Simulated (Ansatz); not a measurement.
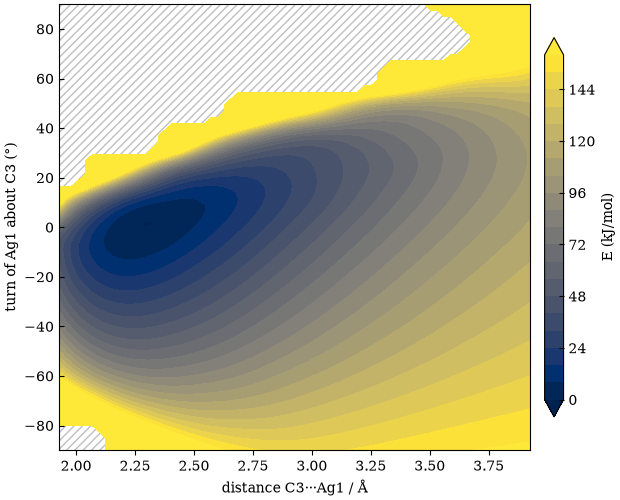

C₂H₂Ag, charge +1. 
- The turn is about an axis along (0.95, −0.32, −0.03) in the frame of the relaxed pair, normal to the line between the partners.
- Coordinates scanned: (1) distance C3···Ag1; (2) turn of Ag1 about C3.
- The scan uses a 15 × 15 grid. At 53 points there is no value (left out of the scan, as a rule where atoms come close).
- Points are written as (first, second).
- All energies are given in kJ/mol relative to the lowest grid point.
- Theory: RKS PBE-D4/def2-SVPD in Ansatz.

Drawn: filled contours, one colour for all values above the top of the scale, hatched blanks where no value was computed. Between grid points the surface is interpolated.

The lowest grid point is at (2.274 Å, 0.0°). It is the only kind of minimum in the scanned range. The highest grid point, (2.685 Å, 51.4°), lies 612 kJ/mol above the lowest. Round the minimum the two coordinates are nearly uncoupled.

The level of theory is changed to Ansatz 0.2.0, RKS PBE0-D4/def2-SVPD; with it change the reference geometry, relaxed at the new level; the new grid has 15 × 15 points.

Question: What does this change do to the map?

Answer: The minimum (interpolated where it lies between grid points) moves from about (2.296 Å, −1°) to about (2.340 Å, −1°). The curvature at the minimum changes by less than a tenth (about 4.9) eV/Å² along distance C3···Ag1 and by less than a tenth (about 6.1) eV/rad² along turn of Ag1 about C3.

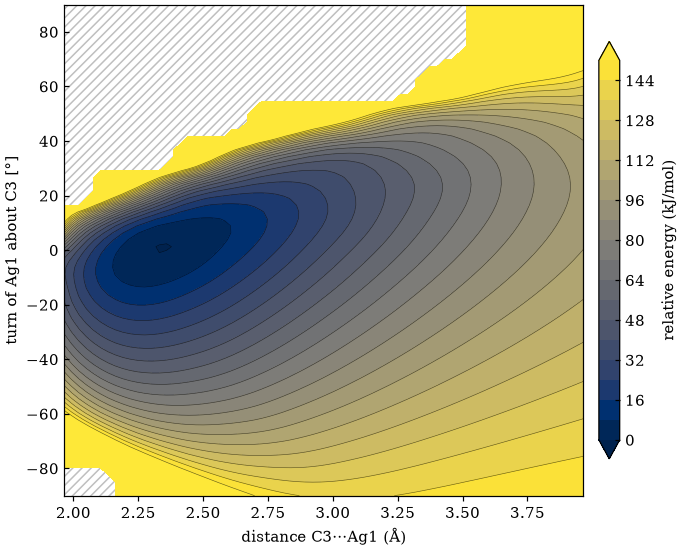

The map after the change, on a colour scale of its own. The picture shows filled contours, one colour for all values above the top of the scale, hatched blanks where no value was computed. Between grid points the surface is interpolated.
